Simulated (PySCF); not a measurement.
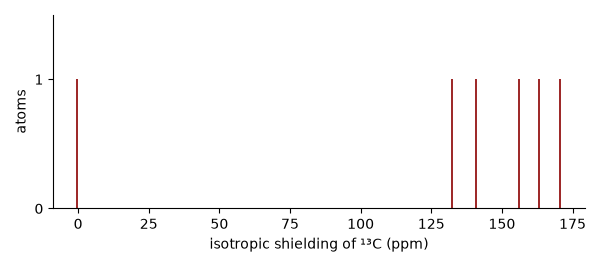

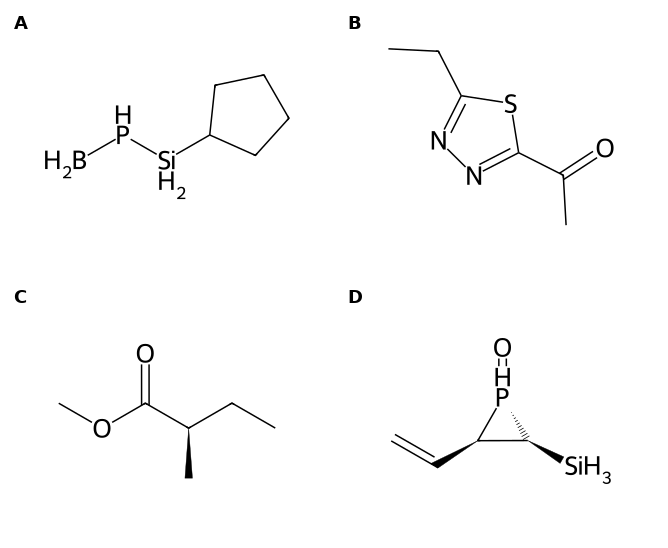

The sticks are computed shieldings of one of the molecules, for one fixed geometry (PBE0-D3(BJ)/def2-SVP) without averaging over rotations. Low shielding means a high chemical shift. Method: GIAO PBE0/pcSseg-1 NMR shielding, non-relativistic, IEF-PCM tetrahydrofuran (PySCF 2.14.0).

> Which molecule gives this pattern?

C, `CC[C@@H](C)C(=O)OC`. Its 6 C atoms give lines at −0.3, 132.4, 140.9, 155.9, 162.9, 170.7 ppm.
